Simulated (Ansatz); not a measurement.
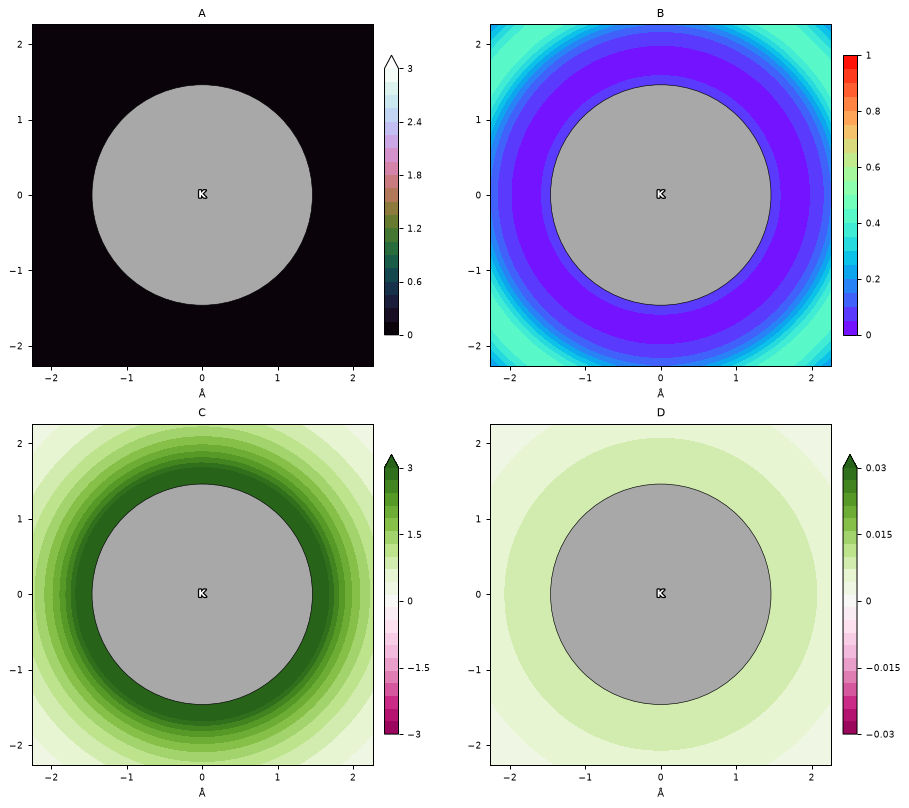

K (doublet): 4 fields on a plane that holds the molecular axis, with unlabelled colour scales. Grey discs cover the atomic cores.

The fields and orbitals are those of the mean-field reference, not of the correlated method.

Computed with Ansatz 0.2.0, CCSD_T on PBE, Gaussian basis def2-SVP.

Q: Which field does each panel show? The fields are: electron density, electron localisation function, electrostatic potential and spin density.

A: Panel A: electron density. Panel B: electron localisation function. Panel C: electrostatic potential (strongly positive close to the atoms and fading to about zero outside). Panel D: spin density (confined to the atoms that carry the unpaired spin).
